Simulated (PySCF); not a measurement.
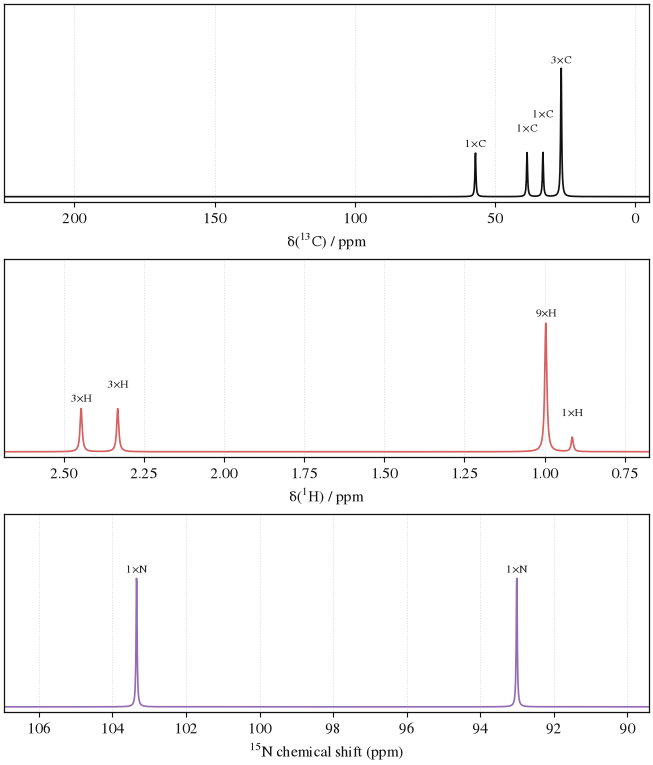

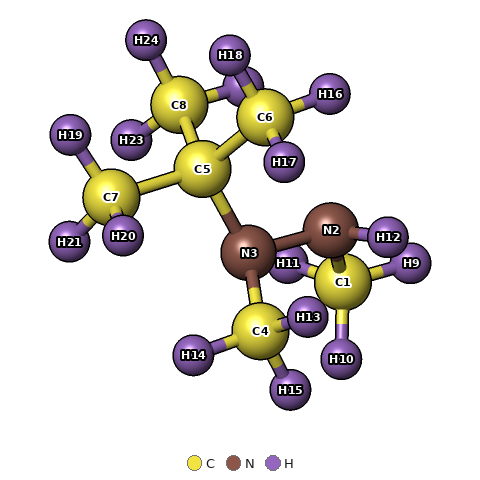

Spectrum and numbered structure of C₆H₁₆N₂, SMILES CNN(C)C(C)(C)C. GIAO shifts, PBE0/pcSseg-1 (IEF-PCM acetonitrile), PySCF, at a PBE0-D3(BJ)/def2-SVP geometry (no frequency check), against TMS for ¹³C, TMS for ¹H and NH₃ for ¹⁵N computed at the same level (¹⁵N: a single molecule, while the usual scales start at liquid NH₃ or nitromethane; multiply bonded nitrogen can come out tens of ppm too deshielded). fully decoupled, line heights follow the number of nuclei, widths are arbitrary (no quadrupolar broadening); values of one conformer, averaged over nuclei that symmetry, rotation about single bonds or inversion at nitrogen exchange, these motions taken as fast; other conformers aren't averaged in. Protons on N, O or S are those of the isolated molecule, without hydrogen bonds to neighbours or exchange.

Question: Which atoms give which ¹³C line?

Answer:
| δ (ppm) | nuclei | atoms |
| --- | --- | --- |
| 57.0 | 1 | C5 |
| 38.5 | 1 | C1 |
| 32.9 | 1 | C4 |
| 26.4 | 3 | C6, C7, C8 |

Question: Which atoms give which ¹H line?

Answer:
| δ (ppm) | nuclei | atoms |
| --- | --- | --- |
| 2.45 | 3 | H9, H10, H11 |
| 2.33 | 3 | H13, H14, H15 |
| 1.00 | 9 | H16, H17, H18, H19, H20, H21, H22, H23, H24 |
| 0.91 | 1 | H12 |

Question: Which atoms give which ¹⁵N line?

Answer:
```
δ (ppm)  nuclei  atoms
  103.3       1     N3
   93.0       1     N2
```
